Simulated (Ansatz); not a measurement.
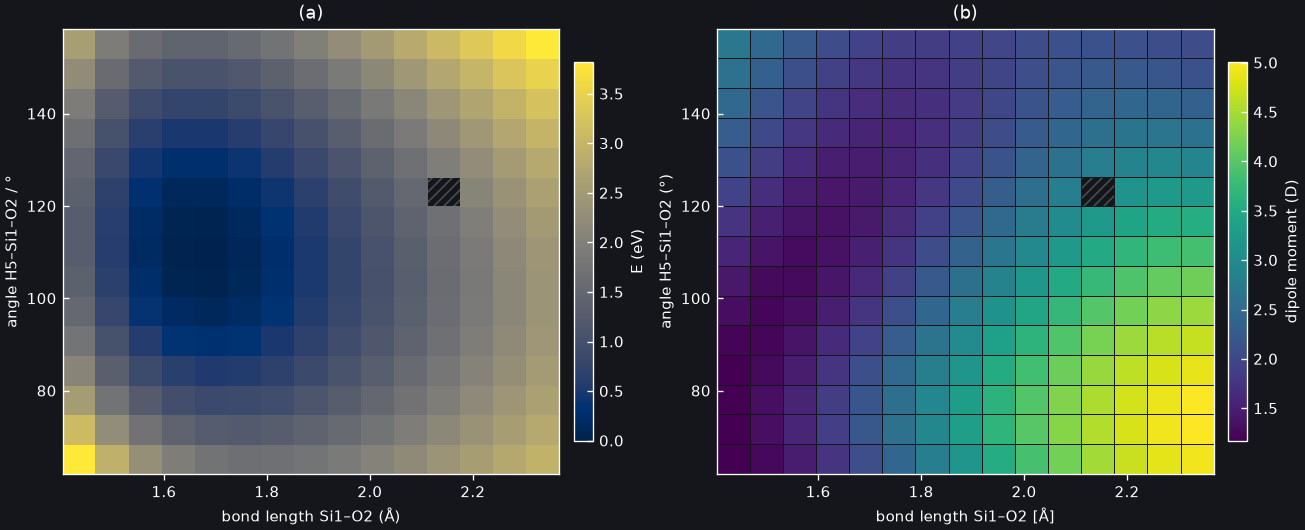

AlClH₃OSi, SMILES [SiH3][O][Al][Cl], spin multiplicity 2. Coordinates scanned: (1) bond length Si1–O2; (2) angle H5–Si1–O2. Nothing is relaxed (all other coordinates rigid). Grid: 15 × 15 points. At 1 point there is no value. Energies are in eV, from the lowest grid point. The calculation used UKS PBE-D4/def2-SVP in Ansatz.

Panel (a) is the energy and panel (b) the computed dipole moment on the same grid.

The picture shows one coloured cell a grid point, hatched blanks where no value was computed.

> How does the dipole moment vary over the map, and what is it at the lowest grid point?

Leaving out the highest fifth of the energies, it runs from 1.19 D at bond length Si1–O2 = 1.435 Å, angle H5–Si1–O2 = 84.5° to 4.75 D at bond length Si1–O2 = 2.207 Å, angle H5–Si1–O2 = 78.1°. At the lowest grid point, bond length Si1–O2 = 1.692 Å, angle H5–Si1–O2 = 110.2°, it is 1.51 D.
